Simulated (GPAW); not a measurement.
# CaZrN2 (R-3m): G0W0 on several meshes in GPAW

How does the mesh move the gap of CaZrN2 (R-3m)?

Program: GPAW 26.7.0. Level of theory: LDA and many-body steps on it, plane waves. Results are calculated unless marked as measured.

## Step 1: The starting structure

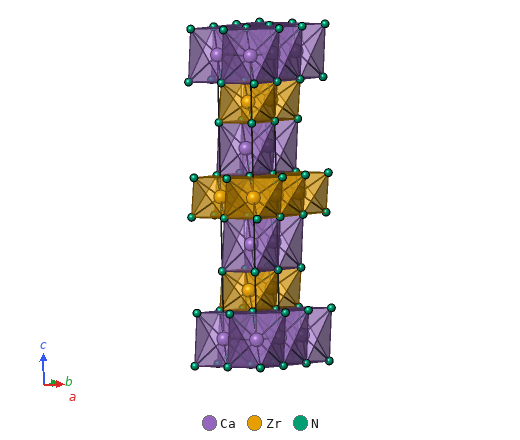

Start, viewed slightly off an axis; calcium purple, zirconium orange, nitrogen teal. 1×2×1 cells are drawn. This picture shows the conventional cell, with its axes. Some periodic images of atoms are drawn too.

Structure file:

```cif
data_structure
_symmetry_space_group_name_H-M 'R-3m:H'
_symmetry_Int_Tables_number 166
_cell_length_a 3.3142
_cell_length_b 3.3142
_cell_length_c 16.8201
_cell_angle_alpha 90.000
_cell_angle_beta 90.000
_cell_angle_gamma 120.000
_cell_volume 160.00
loop_
_atom_site_label
_atom_site_type_symbol
_atom_site_symmetry_multiplicity
_atom_site_Wyckoff_symbol
_atom_site_fract_x
_atom_site_fract_y
_atom_site_fract_z
_atom_site_occupancy
Ca1 Ca 3 a 0.00000 0.00000 0.00000 1
Zr1 Zr 3 b 0.66667 0.33333 0.83333 1
N1 N 6 c 0.33333 0.66667 0.90479 1
```

The cell and positions are those that the Materials Project relaxed with its own functionals (PBE, PBE+U or r2SCAN), kept fixed.

## Step 2: Empty states on the mesh, 4×4×4 mesh, 255 bands

This step: GPAW 26.7.0; DFT, LDA, plane waves, PAW.

The sums over transitions need many empty states on a uniform mesh; this step solves for them.

Contents of run.py:

```python
import json
import numpy as np
from gpaw.mpi import world
from gpaw import GPAW

calc = GPAW('gs.gpw').fixed_density(kpts={'size': (4, 4, 4), 'gamma': True},
    parallel={'domain': 1, 'band': 1},
    txt='nscf.txt')
calc.diagonalize_full_hamiltonian(nbands=255)
calc.write('full.gpw', mode='all')
res = {}
kpts = calc.get_ibz_k_points()
res['kpts'] = kpts
res['eigenvalues'] = [calc.get_eigenvalues(kpt=k) for k in range(len(kpts))]
res['n_electrons'] = calc.get_number_of_electrons()

if world.rank == 0:
    with open('result.json', 'w') as f:
        json.dump(res, f, default=lambda x: x.tolist())
```

On the command line:

```console
mpirun -n 4 gpaw python run.py
```

Numbers of over 12 decimals in the logs are rounded to 6 here.

The program printed:

```text
Diagonalizing LCAO Hamiltonian
Converting LCAO to pw mode
convergence criteria:
- Maximum integral of absolute [eigenst]ate change: 4e-08 eV^2 / valence electron
maximum number of iterations: 100

SCF iterations
|iter     |     time |      energy | eigst |  dens |
|iter:   1|  |             | +1.14 |       |
|iter:   2|  |             | +0.31 |       |
|iter:   3|  |             | -0.38 |       |
[...]
|iter:  47|  |             | -7.09 |       |
|iter:  48|  |             | -7.31 |       |
|iter:  49|  |             | -7.62c|       |
SCF steps: 49
  __  _  _
 | _ |_)|_||  |
 |__||  | ||/\| - 26.7.0

Input parameters:
  mode=PW(ecut=600.0),
  convergence={'density': 1e-06, 'bands': -3},
  gpts=array([35, 35, 35]),
  kpts=MonkhorstPack(size=(4, 4, 4), gamma=True),
  maxiter=100,
  nbands=24,
  occupations=Occupations(name='fermi-dirac', width=0.001, fixmagmom=False),
  parallel={'domain': 1, 'band': 1},
  xc=XC(name='LDA')
Matrix size: 1781x1781
# Writing to full.gpw (mode='all')
  [... matrices ...]

timing:  # [seconds]
  Total: 32.202  # ━━━━━━━━━━━━━━━━━━━━━━━━━━━━━━━━━━━━━━━━━━━━━━━━━━━━━━━━━━
```

Wall time 64 s (4 MPI ranks of Arm Neoverse V1, shared host); peak memory 1.9 GiB.

This step gave:

```yaml
gap: 0.3956 eV
k_of_the_valence_top: 0, 0, 0
k_of_the_conduction_bottom: 0.5, 0.5, 0
least_direct_gap: 1.027 eV
k_points_computed: 13
lowest_point_of_the_top_converged_band_above_the_valence_top: 142.0140 eV
```

On this mesh the gap is 0.396 eV.

## Step 3: 4×4×4

G0W0 replaces the xc potential by the self-energy, built once from these orbitals. Only a window of levels is corrected, while the sums run over the empty bands that the input names.

This step: G0W0 on LDA, plane waves, PAW.

Contents of run.py:

```python
import json
import numpy as np
from gpaw.mpi import world
from gpaw.response.g0w0 import G0W0

gw = G0W0('full.gpw',
    filename='gw',
    kpts=[0, 10],
    bands=(14, 18),
    ecut=48,
    nbands=40,
    integrate_gamma='WS',
    ppa=True)
gw.calculate()
res = {mode: {k: v for k, v in r.items() if k != 'sigma_eskwn'}
       for mode, r in gw.all_results.items()}

if world.rank == 0:
    with open('result.json', 'w') as f:
        json.dump(res, f, default=lambda x: x.tolist())
```

On the command line:

```console
mpirun -n 4 gpaw python run.py
```

The program printed:

```text
Using integrator: PointIntegrator
FrequencyGridDescriptor(from 0.000+0.000j to 0.000+27.211j eV, 2 points)
Nonperiodic BCs:  [False False False]
Using integrator: PointIntegrator
FrequencyGridDescriptor(from 0.000+0.000j to 0.000+27.211j eV, 2 points)
Nonperiodic BCs:  [False False False]
  ___  _ _ _
 |   || | | |
 | | || | | |
 |__ ||_____|
 |___|

BZ k-points: Symmetries present (total): 12

  [... matrices ...]
64 k-points: 4 x 4 x 4 Monkhorst-Pack grid + [1/8,1/8,1/8]
13 k-points in the irreducible part of the Brillouin zone
       k-points in crystal coordinates                weights
   0:     0.00000000    0.00000000    0.00000000          1/64
   1:     0.25000000    0.00000000   -0.25000000          6/64
   2:     0.25000000    0.00000000    0.00000000          6/64
   3:     0.25000000    0.25000000   -0.25000000          6/64
   4:     0.25000000    0.25000000    0.00000000          6/64
   5:     0.25000000    0.25000000    0.25000000          2/64
   6:     0.50000000    0.00000000    0.00000000          3/64
   7:     0.50000000    0.25000000   -0.25000000          6/64
   8:     0.50000000    0.25000000    0.00000000         12/64
   9:     0.50000000    0.25000000    0.25000000          6/64
          ...
  12:     0.50000000    0.50000000    0.50000000          1/64

Distributing spins, k-points and bands (1 x 2 x 4) over 4 processes
Number of blocks: 1

Quasi particle states:
k-points (IBZ indices): [0, 10]
Band range: (14, 18)
  [... matrices ...]
Computational parameters:
Plane wave cut-off: 48 eV
Number of bands: 40
Coulomb cutoff: None
Broadening: 0.1 eV

fxc modes: GW
Kernel: RPA
Using Godby-Needs plasmon-pole approximation:
  Fitting energy: i*E0, E0 = 1.000 Hartree
Summing all q:

Calculating screened Coulomb potential
No Coulomb truncation
FrequencyGridDescriptor(from 0.000+0.000j to 0.000+27.211j eV, 2 points)
Removing empty qpoint cache files...

Calculating chi0 body with:
    Ground state adapter containing:
    Number of spins: 1
    Number of kpoints: 64
    Number of irreducible kpoints: 13
    Number of completely occupied states: 16
    Number of partially occupied states: 16
    Occupied states memory: 10.467529296875 M / cpu

    Linear response parametrization:
    q_c: [0.0, 0.0, 0.0]
    Number of frequency points: 2
    Planewave cutoff: 48.0
    Number of bands: 40
    Number of planewaves: 37
    Broadening (eta): 1e-06
    comm.size: 4
    kncomm.size: 4
    blockcomm.size: 1

    Memory estimate of potentially large arrays:
        chi0_wGG: 0.041779 M / cpu
Integrating chi0 body.

Symmetries of q_c:
    Direct symmetries (Uq -> q): 12
    Indirect symmetries (TUq -> q): 0
In total 12 allowed symmetries.

  [... matrices ...]
13 groups of equivalent kpoints. 79.6875% reduction.

Integral kind: response function
Integrating chi0 head and wings.

Symmetries of q_c:
    Direct symmetries (Uq -> q): 12
    Indirect symmetries (TUq -> q): 0
In total 12 allowed symmetries.

  [... matrices ...]
13 groups of equivalent kpoints. 79.6875% reduction.

Integral kind: response function wings

Calculating chi0 body with:
    Ground state adapter containing:
    Number of spins: 1
    Number of kpoints: 64
    Number of irreducible kpoints: 13
    Number of completely occupied states: 16
    Number of partially occupied states: 16
    Occupied states memory: 10.467529296875 M / cpu

[... the further q-points ...]

Results:
f:      Occupation numbers
eps:     KS-eigenvalues [eV]
vxc:     KS vxc [eV]
exx:     Exact exchange [eV]
sigma:   Self-energies [eV]
dsigma:  Self-energy derivatives
Z:       Renormalization factors
qp:      QP-energies [eV]

k-point 0 (0): (0.000, 0.000, 0.000)                GW
band       f     eps     vxc     exx   sigma  dsigma       Z      qp
                                                                   GW
  14   1.000   8.024 -17.881 -20.679   3.860  -0.275   0.784   8.857
  15   1.000   8.024 -17.881 -20.679   3.859  -0.275   0.784   8.856
  16   0.000  10.573 -16.639 -10.264  -3.944  -0.233   0.811  12.544
  17   0.000  10.573 -16.639 -10.264  -3.944  -0.233   0.811  12.544

k-point 1 (10): (0.500, 0.500, 0.000)                GW
band       f     eps     vxc     exx   sigma  dsigma       Z      qp
                                                                   GW
  14   1.000   7.357 -17.533 -20.461   3.799  -0.279   0.782   8.039
  15   1.000   7.393 -17.712 -20.852   3.999  -0.278   0.783   8.065
  16   0.000   8.420 -13.886  -8.937  -3.102  -0.222   0.819   9.932
  17   0.000  12.900 -18.919 -11.687  -4.392  -0.270   0.787  15.136
```

Run time: 55 s. Hardware: 4 MPI ranks; peak memory 2.1 GiB.

This step gave:

```
G0W0 gap on the points computed              : 1.074 eV
least direct G0W0 gap on the computed points : 1.866 eV
Z at the valence top                         : 0.7841
Z at the conduction bottom                   : 0.8186
starting gap on the mesh                     : 0.3956 eV
k of the valence top                         : 0, 0, 0
k of the conduction bottom                   : 0.5, 0.5, 0
```

The gap on the mesh goes from 0.40 eV to 1.07 eV, a correction of +0.68 eV.

## Step 4: Empty states on the mesh, 6×6×6 mesh, 50 bands

This step: DFT, LDA, plane waves, PAW.

Contents of run.py:

```python
import json
import numpy as np
from gpaw.mpi import world
from gpaw import GPAW

calc = GPAW('gs.gpw').fixed_density(kpts={'size': (6, 6, 6), 'gamma': True},
    nbands=58,
    convergence={'bands': 50},
    txt='nscf.txt')
calc.write('full.gpw', mode='all')
res = {}
kpts = calc.get_ibz_k_points()
res['kpts'] = kpts
res['eigenvalues'] = [calc.get_eigenvalues(kpt=k) for k in range(len(kpts))]
res['n_electrons'] = calc.get_number_of_electrons()

if world.rank == 0:
    with open('result.json', 'w') as f:
        json.dump(res, f, default=lambda x: x.tolist())
```

On the command line:

```console
mpirun -n 4 gpaw python run.py
```

The program printed:

```text
Diagonalizing LCAO Hamiltonian
Converting LCAO to pw mode
convergence criteria:
- Maximum integral of absolute [eigenst]ate change: 4e-08 eV^2 / valence electron
maximum number of iterations: 100

SCF iterations
|iter     |     time |      energy | eigst |  dens |
|iter:   1|  |             | +3.56 |       |
|iter:   2|  |             | +2.20 |       |
|iter:   3|  |             | +0.95 |       |
[...]
|iter:   9|  |             | -6.33 |       |
|iter:  10|  |             | -7.34 |       |
|iter:  11|  |             | -7.94c|       |
SCF steps: 11
  __  _  _
 | _ |_)|_||  |
 |__||  | ||/\| - 26.7.0

Input parameters:
  mode=PW(ecut=600.0),
  convergence={'bands': 50},
  gpts=array([35, 35, 35]),
  kpts=MonkhorstPack(size=(6, 6, 6), gamma=True),
  maxiter=100,
  nbands=58,
  occupations=Occupations(name='fermi-dirac', width=0.001, fixmagmom=False),
  parallel={},
  xc=XC(name='LDA')
# Writing to full.gpw (mode='all')
  [... matrices ...]

timing:  # [seconds]
  Total: 0.053  # ━━━━━━━━━━━━━━━━━━━━━━━━━━━━━━━━━━━━━━━━━━━━━━━━━━━━━━━━━━━
```

It took 44 s on 4 MPI ranks; peak memory 1.1 GiB; 2.9 min of CPU time.

This step gave:

* gap: 0.3956 eV
* k of the valence top: 0, 0, 0
* k of the conduction bottom: 0.5, 0.5, 0
* least direct gap: 1.027 eV
* k points computed: 32
* lowest point of the top converged band, above the valence top: 30.83 eV

On this mesh the gap is 0.396 eV.

## Step 5: 6×6×6

This step: G0W0 on LDA, plane waves, PAW.

Contents of run.py:

```python
import json
import numpy as np
from gpaw.mpi import world
from gpaw.response.g0w0 import G0W0

gw = G0W0('full.gpw',
    filename='gw',
    kpts=[0, 28],
    bands=(14, 18),
    ecut=48,
    nbands=40,
    integrate_gamma='WS',
    ppa=True)
gw.calculate()
res = {mode: {k: v for k, v in r.items() if k != 'sigma_eskwn'}
       for mode, r in gw.all_results.items()}

if world.rank == 0:
    with open('result.json', 'w') as f:
        json.dump(res, f, default=lambda x: x.tolist())
```

On the command line:

```console
mpirun -n 4 gpaw python run.py
```

The program printed:

```text
Using integrator: PointIntegrator
FrequencyGridDescriptor(from 0.000+0.000j to 0.000+27.211j eV, 2 points)
Nonperiodic BCs:  [False False False]
Using integrator: PointIntegrator
FrequencyGridDescriptor(from 0.000+0.000j to 0.000+27.211j eV, 2 points)
Nonperiodic BCs:  [False False False]
  ___  _ _ _
 |   || | | |
 | | || | | |
 |__ ||_____|
 |___|

BZ k-points: Symmetries present (total): 12

  [... matrices ...]
216 k-points: 6 x 6 x 6 Monkhorst-Pack grid + [1/12,1/12,1/12]
32 k-points in the irreducible part of the Brillouin zone
       k-points in crystal coordinates                weights
   0:     0.00000000    0.00000000    0.00000000          1/216
   1:     0.16666667    0.00000000   -0.16666667          6/216
   2:     0.16666667    0.00000000    0.00000000          6/216
[...]
9:     0.33333333    0.00000000    0.00000000          6/216
          ...
  31:     0.50000000    0.50000000    0.50000000          1/216

Distributing spins, k-points and bands (1 x 2 x 4) over 4 processes
Number of blocks: 1

Quasi particle states:
k-points (IBZ indices): [0, 28]
Band range: (14, 18)
  [... matrices ...]
Computational parameters:
Plane wave cut-off: 48 eV
Number of bands: 40
Coulomb cutoff: None
Broadening: 0.1 eV

fxc modes: GW
Kernel: RPA
Using Godby-Needs plasmon-pole approximation:
  Fitting energy: i*E0, E0 = 1.000 Hartree
Summing all q:

Calculating screened Coulomb potential
No Coulomb truncation
FrequencyGridDescriptor(from 0.000+0.000j to 0.000+27.211j eV, 2 points)
Removing empty qpoint cache files...

Calculating chi0 body with:
    Ground state adapter containing:
    Number of spins: 1
    Number of kpoints: 216
    Number of irreducible kpoints: 32
    Number of completely occupied states: 16
[...]
Number of frequency points: 2
    Planewave cutoff: 48.0
    Number of bands: 40
    Number of planewaves: 37
    Broadening (eta): 1e-06
    comm.size: 4
    kncomm.size: 4
    blockcomm.size: 1

    Memory estimate of potentially large arrays:
        chi0_wGG: 0.041779 M / cpu
Integrating chi0 body.

Symmetries of q_c:
    Direct symmetries (Uq -> q): 12
    Indirect symmetries (TUq -> q): 0
In total 12 allowed symmetries.

  [... matrices ...]
32 groups of equivalent kpoints. 85.185185% reduction.

Integral kind: response function
Integrating chi0 head and wings.

Symmetries of q_c:
    Direct symmetries (Uq -> q): 12
    Indirect symmetries (TUq -> q): 0
In total 12 allowed symmetries.

  [... matrices ...]
32 groups of equivalent kpoints. 85.185185% reduction.

Integral kind: response function wings

Calculating chi0 body with:
    Ground state adapter containing:
    Number of spins: 1
    Number of kpoints: 216
    Number of irreducible kpoints: 32
    Number of completely occupied states: 16
    Number of partially occupied states: 16
[... the further q-points ...]

Results:
f:      Occupation numbers
eps:     KS-eigenvalues [eV]
vxc:     KS vxc [eV]
exx:     Exact exchange [eV]
sigma:   Self-energies [eV]
dsigma:  Self-energy derivatives
Z:       Renormalization factors
qp:      QP-energies [eV]

k-point 0 (0): (0.000, 0.000, 0.000)                GW
band       f     eps     vxc     exx   sigma  dsigma       Z      qp
                                                                   GW
  14   1.000   8.024 -17.881 -20.523   3.718  -0.274   0.785   8.869
  15   1.000   8.024 -17.881 -20.523   3.717  -0.274   0.785   8.868
  16   0.000  10.573 -16.639 -10.348  -3.858  -0.231   0.813  12.550
[...]
k-point 1 (28): (0.500, 0.500, 0.000)                GW
band       f     eps     vxc     exx   sigma  dsigma       Z      qp
                                                                   GW
[...]
16   0.000   8.420 -13.886  -9.087  -2.954  -0.220   0.820   9.933
  17   0.000  12.900 -18.919 -11.687  -4.375  -0.252   0.799  15.181
```

It took 6.8 min on 4 MPI ranks; peak memory 3.7 GiB.

Numbers from this step:

- G0W0 gap on the points computed: 1.064 eV
- least direct G0W0 gap on the computed points: 1.856 eV
- Z at the valence top: 0.7851
- Z at the conduction bottom: 0.8198
- starting gap on the mesh: 0.3956 eV
- k of the valence top: 0, 0, 0
- k of the conduction bottom: 0.5, 0.5, 0

Against G0W0 in GPAW (4×4×4 mesh, 40 bands, screening to 48 eV, Godby-Needs plasmon pole), the gap moves by −0.010 eV.

## Step 6: The runs together

Times are wall times on 4 MPI ranks of Arm Neoverse V1, shared host, good to a factor of about two.

```csv
run,mesh,bands,screening cutoff (eV),DFT gap (eV),gap on the mesh (eV),direct (eV),time
4×4×4,4×4×4,40,48,0.396,1.074,1.866,55 s
6×6×6,6×6×6,40,48,0.396,1.064,1.856,6.8 min
```

## Step 7: Results

| Item | Value |
| --- | --- |
| 4×4×4 | 1.074 eV |
| 6×6×6 | 1.064 eV |
| known limits | not at the basis limit; no spin-orbit coupling; coarse k mesh |

**Reading.** 6×6×6: −0.010 eV against 4×4×4. Bands and cutoff are finite, so the gap is not at the basis limit. The miss can reach some tenths of an eV and take either sign; the mesh is an error of its own. These stock PAW sets were not made for GW. In the G0W0 runs levels were corrected at 2 k points alone, so a gap called «on the mesh» is the least over those, and an edge elsewhere would be missed. The 4×4×4 mesh is coarse for this cell, which bears on the long-range parts of exchange and screening. The many-body steps are scalar-relativistic: spin-orbit coupling is not in them.

[Paths, hosts, dates, memory and timing lines, banners, echoed tables and standing remarks are left out of the program output.]

[Logs are printed without paths, hosts, clocks, repeated set-up lines and the standing remarks that a program may print on its own settings, such as how far it seeks lower states.]

[Runs of the session that timed out or met a known fault of the program may be left out.]

[Hosts, paths, dates, database ids (printed as entryN), source tags and the programs' standing remarks are cut or masked in the printed files.]
